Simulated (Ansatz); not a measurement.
Base system: InAs in the zinc blende structure (space group F-43m, No. 216; a = 6.0869 Å).

The same geometry is solved again with r2SCAN.

Levels (all Ansatz, a program for electronic structure, PAW): r2SCAN (500 eV, no spin-orbit coupling); PBEsol (420 eV, no spin-orbit coupling).

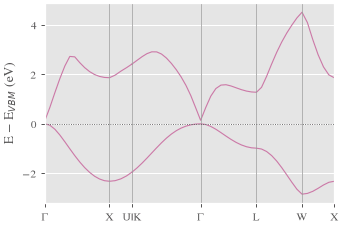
Figure. Highest valence and lowest conduction band along the path of the changed cell's own zone

The gap is 0.14 eV, direct at Γ; the base has zero.

Single points use the geometry relaxed with PBEsol. No phonon test of stability was made. All final runs are without spin polarisation. The zero or small gap of InAs can change with the level of theory.
